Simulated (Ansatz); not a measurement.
# Ir(100) slab, 3 layers: phonons and vibrational spectra

How does Ir(100) slab, 3 layers vibrate, and is this structure a minimum?

Main program and level: Ansatz 0.2.0; DFT LDA, scalar-relativistic, plane waves, PAW; PAW set soft_1.

### 1. Set-up

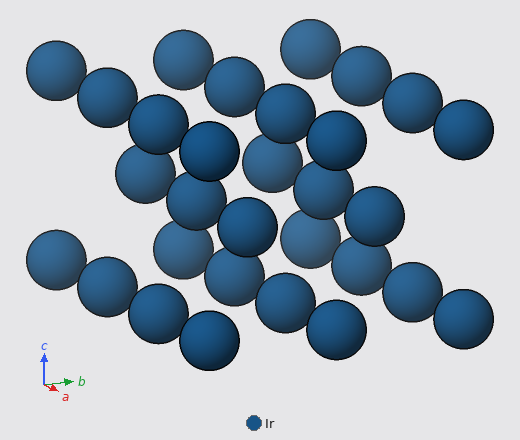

The starting structure, seen slightly off an axis (iridium blue). 3×2×1 cells are drawn. Some periodic images of atoms are drawn too.

The cell holds 3 atoms: 3 Ir. Its edges and angles: a = 2.715 Å, b = 2.715 Å, c = 16.840 Å, α = 90.0°, β = 90.0°, γ = 90.0°. It derives from Ir. Vacuum lies along c.

Coordinates:

```cif
data_structure
_symmetry_space_group_name_H-M 'P 1'
_symmetry_Int_Tables_number 1
_cell_length_a 2.7153
_cell_length_b 2.7153
_cell_length_c 16.8400
_cell_angle_alpha 90.000
_cell_angle_beta 90.000
_cell_angle_gamma 90.000
_cell_volume 124.16
loop_
_atom_site_label
_atom_site_type_symbol
_atom_site_fract_x
_atom_site_fract_y
_atom_site_fract_z
_atom_site_occupancy
Ir1 Ir 0.00000 0.00000 0.38599 1
Ir2 Ir 0.50000 0.50000 0.50000 1
Ir3 Ir 0.00000 0.00000 0.61401 1
```

### 2. Rough relaxation

The start is far from rest, so a relaxation with loose tolerances brings it close first.

The program solves this slab on a cell height of its own, 31.5 Å, in place of the one typed.

Contents of input.yaml:

```yaml
crystal:
  lattice:
    - [1.92, 1.92, 0.0]
    - [-1.92, 1.92, 0.0]
    - [0.0, 0.0, 16.84]
  atoms:
    - { symbol: Ir, position: [0.0, 0.0, 0.385986] }
    - { symbol: Ir, position: [0.5, 0.5, 0.5] }
    - { symbol: Ir, position: [0.0, 0.0, 0.614014] }
  periodic: [true, true, false]
kpoints:
  mp_grid: { grid: [8, 8, 1] }
hamiltonian:
  xc: lda
  pseudopotentials: { kind: paw, azcp: { folder: soft_1 }, xc_functional: pbe }
scf:
  occupations: { method: gaussian, width: 0.1 }
output:
  forces: true
  stress: true
  eigenvalues: true
relax:
  adjacent_minimum: "off"
  f_tol: 0.05
  max_steps: 80
  cell: { stress_2d_tol: 0.02 }
```

Run with:

```sh
$ ansatz run input.yaml --threads 4 --pin off --max-ram 16384MiB --backend cpu --events-out ev --progress --plain --runs-dir out
```

Numbers of over 12 decimals in the logs are rounded to 6 here.

What it wrote:

```text
[...]
F+E_penalty+E_count = -34990.61798480 eV   max|allowed force component| = 3.460e-4 eV/Å   (the final SCF, on the basis selected at the relaxed cell)
  cell:  # Å, volume = 217.9277 Å³
    - [1.860475, 1.860475, 0.0]
    - [-1.860475, 1.860475, 0.0]
    - [0.0, 0.0, 31.47998304]
  atoms:
    - { symbol: Ir, position: [0, 0, 0.208080] }
    - { symbol: Ir, position: [0.5, 0.5, 0.267472] }
    - { symbol: Ir, position: [0, 0, 0.326863] }
[key lines of the parts left out:]
SCF converged after 8 iterations
Free energy (F): -34990.617985 eV
Fermi energy:    -5.807131 eV
P = ½ c Tr σ = 0.0086 N/m
```

Elapsed: 16 s, on 4 threads of Arm Neoverse V1, shared host; peak memory 0.5 GiB; 62 s of CPU time.

Step by step:

```csv
step,energy less that of the first step (eV),largest force component (eV/Å),volume (Å³)
1,0.0000,1.4988,232.10
2,0.1295,3.1032,214.10
3,-0.3234,0.3426,221.56
4,-0.3429,0.0488,218.08
5,-0.3431,0.0113,218.02
6,-0.3431,0.0000,217.93
7*,-0.3421,0.0003,217.93
```

Relaxation steps marked * repeat the geometry before them on a plane-wave basis chosen anew for their cell, so energy and pressure can jump there. Relaxation step 2 was tried and not accepted.

The run keeps the 16 symmetry operations that it works with, so distortions that break them were not tested.

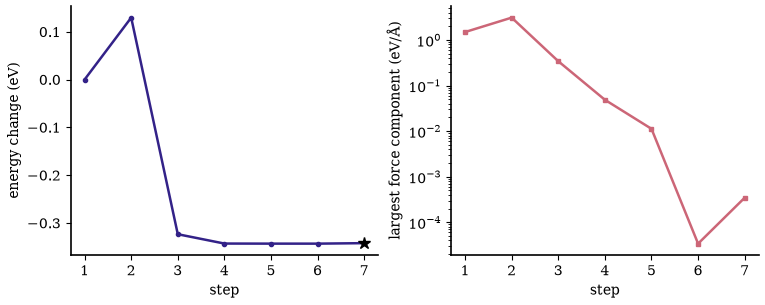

Energy and largest force along the relaxation. Stars mark steps on a basis chosen anew.

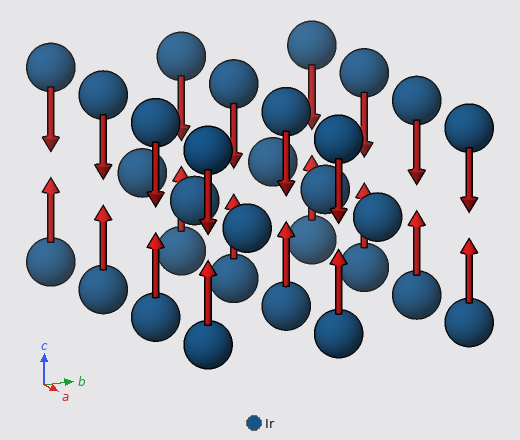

Displacements in the relaxation, exaggerated, measured against the changing cell; the longest in the cell stands for 0.05 Å. 3×2×1 cells are drawn. Some periodic images of atoms are drawn too.

```csv
cell as run,before,after,change
a (Å),2.715,2.631,-3.1 %
b (Å),2.715,2.631,-3.1 %
```

The atoms that moved most (Å, along periodic axes as changes of fractional coordinates times the final cell, across vacuum about the mean position):

```csv
atom,dx,dy,dz,length
Ir1,0.000,0.000,0.050,0.050
Ir3,0.000,0.000,-0.050,0.050
```

Final coordinates:

```
Ir
1.0
     1.86048    1.86048    0.00000
    -1.86048    1.86048    0.00000
     0.00000    0.00000   31.47998
Ir
3
Direct
  0.00000 0.00000 0.20808
  0.50000 0.50000 0.26747
  0.00000 0.00000 0.32686
```

Numbers from this step:

| Property | Result |
| --- | --- |
| gap on the k-mesh | 0 eV |
| area per atom | 2.308 Å² |

The relaxation ends with a largest force component of 3.5e-4 eV/Å.

### 3. Relaxation

Harmonic phonons are second derivatives at a point where the forces vanish, and they are wanted at zero stress, so atoms and cell are relaxed first.

Contents of input.yaml:

```yaml
crystal:
  lattice:
    - [1.8604754608, 1.8604754608, 0.0]
    - [-1.8604754608, 1.8604754608, 0.0]
    - [0.0, 0.0, 31.47998304]
  atoms:
    - { symbol: Ir, position: [0.0, 0.0, 0.2080798184] }
    - { symbol: Ir, position: [0.5, 0.5, 0.2674715545] }
    - { symbol: Ir, position: [0.0, 0.0, 0.3268632906] }
  periodic: [true, true, false]
kpoints:
  mp_grid: { grid: [16, 16, 1] }
hamiltonian:
  xc: lda
  pseudopotentials: { kind: paw, azcp: { folder: soft_1 }, xc_functional: pbe }
scf:
  occupations: { method: gaussian, width: 0.1 }
output:
  forces: true
  stress: true
  eigenvalues: true
  write_density: true
  write_potential: true
  elf: true
  volumetric_format: npy
relax:
  adjacent_minimum: "off"
  f_tol: 0.005
  max_steps: 80
  cell: { stress_2d_tol: 0.02 }
```

What it wrote:

```text
[...]
Crystal: 3 atoms, lattice volume = 217.928 Å³
Basis set: ecut = 420 eV, 4293 PW (Γ)
Bands: 31, of which v1, the nominal top of the filled ones, is band 26 counted from 1 (25 counted from 0)
Symmetry: 16 space group operations
[...]
k-points: 45 of 256
[...]
SCF iter   1: F=—  HF=-34991.122841 eV  |F-HF|=—  |Δ(HF+E_count)|=         —  Δρ=2.10e-2  dr2=1.96e0  ethr=3.10e-3  ⟨swp⟩=16.0  Hψ=12017  notcnv=0
[...]
SCF iter  12: F=-34990.609201 eV  HF=-34990.609201 eV  |F-HF|=1.02e-10  |Δ(HF+E_count)|=  1.53e-10  Δρ=5.09e-8  dr2=7.59e-12  ethr=1.00e-12  ⟨swp⟩=10.4  Hψ=11024  notcnv=0
SCF 1 converged in 12 iterations: F = -34990.609201 eV  dr2 = 7.59e-12
[...]
relax step   1: F+E_penalty+E_count = -34990.60920135 eV  Δ(F+E_penalty+E_count) = +0.000e0 eV  max|allowed force component| = 2.053e-2 eV/Å  Δτ_max = 0.0000 Å  P = +0.258 N/m  Ω = 217.928 Å³  fix = [c, alpha, beta]  reactions: c +0.000 N/m  (12 SCF iters, dr2 threshold 1.00e-7 eV, accepted)
Crystal: 3 atoms, lattice volume = 218.498 Å³
Basis set: ecut = 420 eV, 4301 PW (Γ)
[...]
SCF iter   5: F=-34990.609280 eV  HF=-34990.609280 eV  |F-HF|=4.49e-9  |Δ(HF+E_count)|=   7.75e-8  Δρ=2.77e-6  dr2=2.61e-8  ethr=1.73e-10  ⟨swp⟩=22.6  Hψ=17029  notcnv=0
SCF 2 converged in 5 iterations: F = -34990.609280 eV  dr2 = 2.61e-8
relax step   2: F+E_penalty+E_count = -34990.60927988 eV  Δ(F+E_penalty+E_count) = -7.852e-5 eV  max|allowed force component| = 1.383e-2 eV/Å  Δτ_max = 0.0050 Å  P = -0.102 N/m  Ω = 218.498 Å³  energy of the carried Pulay correction = -4.287e-5 eV  fix = [c, alpha, beta]  reactions: c +0.000 N/m  (5 SCF iters, dr2 threshold 8.84e-8 eV, accepted)
Crystal: 3 atoms, lattice volume = 218.318 Å³
[...]
SCF iter   4: F=-34990.609337 eV  HF=-34990.609337 eV  |F-HF|=1.30e-8  |Δ(HF+E_count)|=   9.45e-9  Δρ=2.54e-6  dr2=1.21e-8  ethr=2.71e-11  ⟨swp⟩=19.6  Hψ=18129  notcnv=0
SCF 3 converged in 4 iterations: F = -34990.609337 eV  dr2 = 1.21e-8
relax step   3: F+E_penalty+E_count = -34990.60933653 eV  Δ(F+E_penalty+E_count) = -5.665e-5 eV  max|allowed force component| = 9.242e-4 eV/Å  Δτ_max = 0.0018 Å  P = -0.008 N/m  Ω = 218.318 Å³  energy of the carried Pulay correction = -2.938e-5 eV  fix = [c, alpha, beta]  reactions: c +0.000 N/m  (4 SCF iters, dr2 threshold 1.38e-8 eV, accepted)
[...]
SCF iter   1: F=—  HF=-34990.608833 eV  |F-HF|=—  |Δ(HF+E_count)|=         —  Δρ=3.30e-5  dr2=7.76e-8  ethr=3.22e-7  ⟨swp⟩=7.1  Hψ=18881  notcnv=0
eigensolver tolerance schedule: the retry pair's looser diagonalisation over-reported the residual by 2111.48 of it (diagonalisation noise at 0.28 of the residual, at the tolerance the schedule requests for it); recorded, not acted on — ethr = c·dr2/N_el stays at c = 1.0e-1
[...]
SCF iter   2: F=—  HF=-34990.609365 eV  |F-HF|=—  |Δ(HF+E_count)|=   5.32e-4  Δρ=2.78e-6  dr2=9.92e-9  ethr=1.52e-10  ⟨swp⟩=6.2  Hψ=5519  notcnv=0
[...]
SCF iter   6: F=-34990.609365 eV  HF=-34990.609365 eV  |F-HF|=4.87e-10  |Δ(HF+E_count)|=   1.17e-8  Δρ=2.32e-8  dr2=1.44e-12  ethr=1.00e-12  ⟨swp⟩=17.2  Hψ=12412  notcnv=0
SCF 4 converged in 6 iterations: F = -34990.609365 eV  dr2 = 1.44e-12
relax step   4: F+E_penalty+E_count = -34990.60936531 eV  Δ(F+E_penalty+E_count) = -2.878e-5 eV  max|allowed force component| = 9.384e-4 eV/Å  Δτ_max = 0.0000 Å  P = -0.009 N/m  Ω = 218.318 Å³  fix = [c, alpha, beta]  reactions: c +0.000 N/m  stress off target by 8.72e-3 N/m on what of the cell is left free  SCF on the basis re-selected at this cell (its energy is not comparable with the rows above)  (6 SCF iters)
basis re-selected at this cell: Δ(F+E_penalty+E_count) = -2.878e-5 eV, ΔP = -0.000 N/m vs the last step (what re-selecting the basis moved, of the pressure what is left beyond the Pulay correction that the steps carried, after the strain that the cell walked since its last selection, with what the two solves' SCF thresholds leave and, on support functions, any second-order correction that the steps lacked; it is no m [...]
SCF converged after 6 iterations
Free energy (F): -34990.609365 eV
[...]
Internal energy: -34990.592889 eV  (E = F + TS)
E sigma→0 (E₀):  -34990.601127 eV
Entropy (-TS):   -0.016476 eV (-5.492 meV/atom)
Fermi energy:    -5.806173 eV
[...]
--- Forces (eV/Å), atoms counted from 1 ---
  atom   1  Ir    -0.00000000    -0.00000000     0.00093844
  atom   2  Ir    -0.00000000    -0.00000000     0.00000000
  atom   3  Ir    -0.00000000     0.00000000    -0.00093844
  max |Σ_I F_I| component: 1.19e-22 eV/Å
--- 2D stress c σ (N/m, compression-positive) ---
       -0.008716       0.000000       0.000000
        0.000000      -0.008716       0.000000
        0.000000       0.000000       0.000000
  P = ½ c Tr σ = -0.0087 N/m
--- Band table (eV; the first three rows and the last of 45) ---
  k-point 0: bands = [... 22 lower, -6.6392, -6.6392, -6.5411, -6.4142, -5.0353, -4.5300, -4.5300, -4.4767, ... 1 higher]
  k-point 1: bands = [... 22 lower, -7.2370, -6.9411, -6.2084, -5.8540, -5.4495, -5.2408, -4.5844, -4.4237, ... 1 higher]
  k-point 2: bands = [... 22 lower, -7.3970, -7.3147, -6.3008, -6.0539, -5.6236, -5.1151, -4.8349, -4.3134, ... 1 higher]
  k-point 44: bands = [... 22 lower, -5.6874, -5.1599, -3.9447, -3.1231, -3.1193, -1.5435, -1.5435, 2.9225, ... 1 higher]
--- Relaxed structure (3 steps of the walk, 3 accepted, 1 SCFs on fresh bases) ---
[...]
cell:  # Å, volume = 218.3185 Å³
    - [1.862143, 1.862143, 0.0]
    - [-1.862143, 1.862143, 0.0]
    - [0.0, 0.0, 31.47998304]
  atoms:
    - { symbol: Ir, position: [0, 0, 0.208180] }
    - { symbol: Ir, position: [0.5, 0.5, 0.2674715545] }
    - { symbol: Ir, position: [0, 0, 0.326763] }
```

The job ended after 26 s (4 threads; peak memory 0.58 GiB; 1.7 min of CPU time).

Little changed from the start: no atom moved by 0.005 Å and no cell edge by 0.1 %.

Numbers from this step:

- area per atom: 2.312 Å²

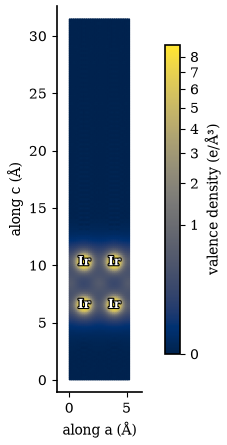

Valence density in the ac plane at fractional y = 0.000, with atoms of Ir within 0.2 Å of it. It is the smooth field of the valence electrons, not physical close to the nuclei. The map starts off the cell's origin, so that atoms lie inside it. The colour scale is stretched toward low values.

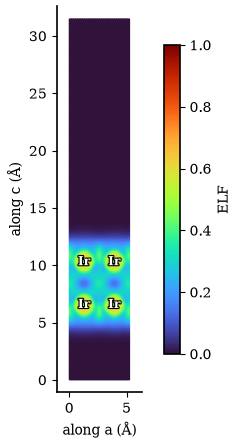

ELF in the ac plane at fractional y = 0.000, with atoms of Ir within 0.2 Å of it. It is the smooth field of the valence electrons, not physical close to the nuclei. The map starts off the cell's origin, so that atoms lie inside it.

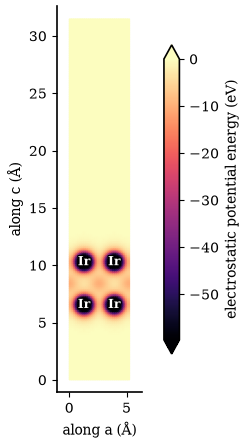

Electrostatic potential energy in the ac plane at fractional y = 0.000, with atoms of Ir within 0.2 Å of it. With pseudopotentials it is smooth inside the atoms' cores, unlike the true potential. The map starts off the cell's origin, so that atoms lie inside it.

### 4. Relaxing to small forces for the phonons

Phonons need a cell at rest on their own settings, so the relaxation is repeated with tight tolerances on forces and stress on the k mesh and occupations of the first response run.

input.yaml, the sections that differ from step 3:

```yaml
crystal:
  lattice:
    - [1.8621428039, 1.8621428039, 0.0]
    - [-1.8621428039, 1.8621428039, 0.0]
    - [0.0, 0.0, 31.47998304]
  atoms:
    - { symbol: Ir, position: [0.0, 0.0, 0.2081804199] }
    - { symbol: Ir, position: [0.5, 0.5, 0.2674715545] }
    - { symbol: Ir, position: [0.0, 0.0, 0.3267626891] }
  periodic: [true, true, false]
scf:
  occupations: { method: methfessel_paxton, width: 0.2 }
relax:
  adjacent_minimum: "off"
  f_tol: 0.001
  max_steps: 60
  cell: { stress_2d_tol: 0.002 }
# kpoints, hamiltonian, output: as in step 3
```

What it wrote:

```text
[...]
Crystal: 3 atoms, lattice volume = 218.318 Å³
Basis set: ecut = 420 eV, 4293 PW (Γ)
Bands: 31, of which v1, the nominal top of the filled ones, is band 26 counted from 1 (25 counted from 0)
Symmetry: 16 space group operations
[...]
k-points: 45 of 256
[...]
--- Relaxed structure (3 steps of the walk, 3 accepted, 1 SCFs on fresh bases) ---
[...]
cell:  # Å, volume = 218.2669 Å³
    - [1.861923, 1.861923, 0.0]
    - [-1.861923, 1.861923, 0.0]
    - [0.0, 0.0, 31.47998304]
  atoms:
    - { symbol: Ir, position: [0, 0, 0.208171] }
    - { symbol: Ir, position: [0.5, 0.5, 0.2674715545] }
    - { symbol: Ir, position: [0, 0, 0.326772] }
[key lines of the parts left out:]
SCF converged after 8 iterations
Free energy (F): -34990.601048 eV
Fermi energy:    -5.803373 eV
P = ½ c Tr σ = -0.0006 N/m
```

Elapsed: 26 s, on 4 threads; peak memory 0.58 GiB.

Little changed from the start: no atom moved by 0.005 Å and no cell edge by 0.1 %.

Numbers from this step:

- area per atom: 2.311 Å²

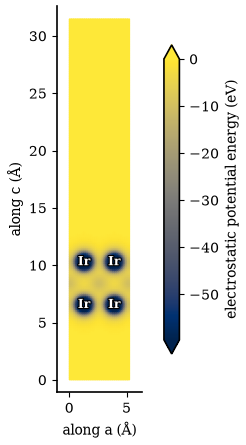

Electrostatic potential energy in the ac plane at fractional y = 0.000, with atoms of Ir within 0.2 Å of it. With pseudopotentials it is smooth inside the atoms' cores, unlike the true potential. The map starts off the cell's origin, so that atoms lie inside it.

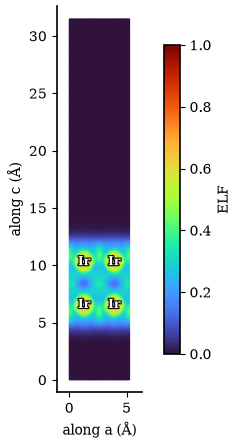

ELF in the ac plane at fractional y = 0.000, with atoms of Ir within 0.2 Å of it. It is the smooth field of the valence electrons, not physical close to the nuclei. The map starts off the cell's origin, so that atoms lie inside it.

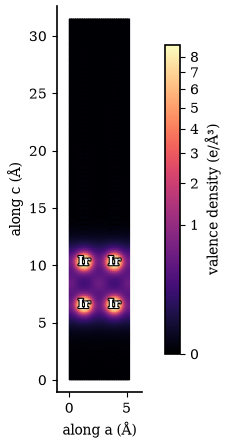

Valence density in the ac plane at fractional y = 0.000, with atoms of Ir within 0.2 Å of it. It is the smooth field of the valence electrons, not physical close to the nuclei. The map starts off the cell's origin, so that atoms lie inside it. The colour scale is stretched toward low values.

The largest force component left is 0.14 meV/Å, within the tolerances set.

### 5. Linear response at the zone centre

The zone centre comes first: it holds the modes that light can see, as far as symmetry allows. No field response is asked, since the mesh shows no gap.

input.yaml, the sections that differ from step 4:

```yaml
crystal:
  lattice:
    - [1.8619228405, 1.8619228405, 0.0]
    - [-1.8619228405, 1.8619228405, 0.0]
    - [0.0, 0.0, 31.47998304]
  atoms:
    - { symbol: Ir, position: [0.0, 0.0, 0.2081712661] }
    - { symbol: Ir, position: [0.5, 0.5, 0.2674715545] }
    - { symbol: Ir, position: [0.0, 0.0, 0.3267718429] }
  periodic: [true, true, false]
output:
  eigenvalues: true
phonons:
  method: dfpt
# kpoints, hamiltonian, scf: as in step 4
# relax: removed
```

What it wrote:

```text
Warning: crystal.symmetry: narrowed to the stabiliser of the run's FFT grids — unitary ops 16 → 8. A phonons.method: dfpt run fills in the rows of the dynamical matrix that it does not solve by its symmetry operations, which is exact only for operations that map its FFT grids onto themselves: filled in by any other, the frequencies could depend on the order in which like atoms are typed, or, by more than the grids' own error, on where the crystal sits among the grids' points. Excluded: 8 operations. The run can therefore solve more perturbations, solve them on more k-points, or both, and cost more. [rest of the remark cut]
[...]
Crystal: 3 atoms, lattice volume = 218.267 Å³
Basis set: ecut = 420 eV, 4293 PW (Γ), exchange–correlation on 36×36×432 points (8 copies of the dense FFT grid, shifted against one another)
Bands: 31, of which v1, the nominal top of the filled ones, is band 26 counted from 1 (25 counted from 0)
Symmetry: 16 space group operations
k-points: 73 of 256 (irreducible under 2 space group operations, time reversal used)
[...]
SCF iter   1: F=—  HF=-34991.117395 eV  |F-HF|=—  |Δ(HF+E_count)|=         —  Δρ=2.10e-2  dr2=1.96e0  ethr=3.10e-3  ⟨swp⟩=14.6  Hψ=18722  notcnv=0
[...]
SCF iter  13: F=-34990.601038 eV  HF=-34990.601038 eV  |F-HF|=6.55e-11  |Δ(HF+E_count)|=   1.22e-9  S|Δr|=    0.00e0  Δρ=1.61e-8  dr2=4.79e-13  ethr=1.00e-12  ⟨swp⟩=19.9  Hψ=19925  notcnv=0
SCF 1 converged in 13 iterations: F = -34990.601038 eV  dr2 = 4.79e-13
[...]
DFPT response loops at Γ: preconditioner auto → none (partly filled bands, converged f_vac=0.751); β = 0.50; Broyden in place of MSR1
SCF converged after 13 iterations
[...]
Free energy (F): -34990.601038 eV
[...]
Internal energy: -34990.601001 eV  (E = F + TS)
E sigma→0 (E₀):  -34990.601029 eV
Entropy (-TS):   -0.000038 eV (-0.013 meV/atom)
Fermi energy:    -5.803396 eV
[...]
--- Band table (eV; the first three rows and the last of 73) ---
  k-point 0: bands = [... 22 lower, -6.6321, -6.6321, -6.5380, -6.4025, -5.0273, -4.5222, -4.5222, -4.4682, ... 1 higher]
  k-point 1: bands = [... 22 lower, -7.2323, -6.9318, -6.1989, -5.8489, -5.4441, -5.2329, -4.5760, -4.4158, ... 1 higher]
  k-point 2: bands = [... 22 lower, -7.3869, -7.3101, -6.2957, -6.0455, -5.6159, -5.1100, -4.8267, -4.3056, ... 1 higher]
  k-point 72: bands = [... 22 lower, -5.6794, -5.1542, -3.9312, -3.1144, -3.1106, -1.5350, -1.5350, 2.9295, ... 1 higher]
--- Phonons (Γ-DFPT): 6 representative perturbations + reference, on 73 of 256 k-points (Σ response iterations 35) ---
  ASR residual: 3.573e-4 → 0.000e0 eV/Å²; symmetrization residual: 9.560e-5 eV/Å²
  The last average, over the group as it would stand without the narrowing to the FFT grids, took up to 1.184e-5 eV/Å² of the zone centre's force constants
  ASR residual per site (eV/Å²): 1.49e-4 3.57e-4 1.73e-4
  Γ frequencies (cm⁻¹): 0.00 0.00 0.00 96.84 96.84 146.82 165.97 165.97 202.11
  non-analytic LO–TO correction: not included (Born effective charges unavailable; polar crystals: no LO–TO splitting at Γ)
```

Elapsed: 2 min, on 4 threads; peak memory 1.4 GiB; 7.8 min of CPU time.

Reading the cycles: dr2 is the Hartree energy of the density residual (eV), the measure of convergence; HF is the Harris–Foulkes estimate of the energy, which meets the free energy F at convergence.

Numbers from this step:

| Property | Result |
| --- | --- |
| sum-rule residual before enforcement | 3.57e-4 eV/Å² |
| point group | 4/mmm |
| highest optical mode at the zone centre (no LO-TO term) | 202.1 cm⁻¹ |
| lowest optical zone-centre mode | 96.84 cm⁻¹ |

Patterns of degenerate modes are one choice out of their space. Modes at Γ:

```csv
mode,frequency (cm⁻¹),symmetry
1,0.0,acoustic
2,0.0,acoustic
3,0.0,acoustic
4,96.8,Eg
5,96.8,Eg
6,146.8,A1g
7,166.0,Eu
8,166.0,Eu
9,202.1,A2u
```

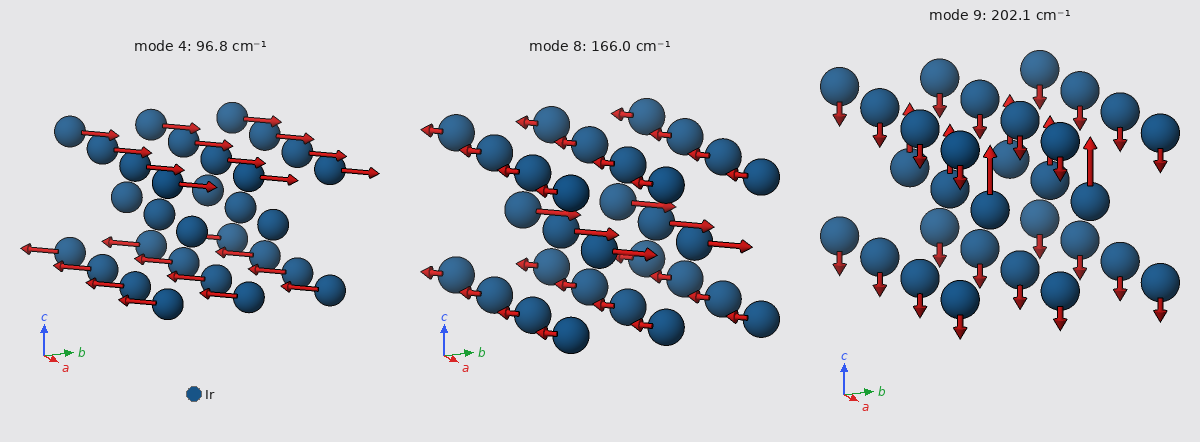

Displacement patterns of modes 4, 8 and 9 at Γ; arrows are exaggerated. 3×2×1 cells are drawn. Some periodic images of atoms are drawn too.

Before it was imposed, the acoustic sum rule was missed by 3.6e-4 eV/Å². Small misses are needed for a sound result but don't prove that mesh and cutoff are converged. The lowest optical mode is real, 96.8 cm⁻¹.

[end of part 1 of 2]

[Logs are printed without paths, hosts, clocks, repeated set-up lines and the standing remarks that a program may print on its own settings, such as how far it seeks lower states.]

[Hosts, paths, dates, database ids (printed as entryN), source tags and the programs' standing remarks are cut or masked in the printed files.]
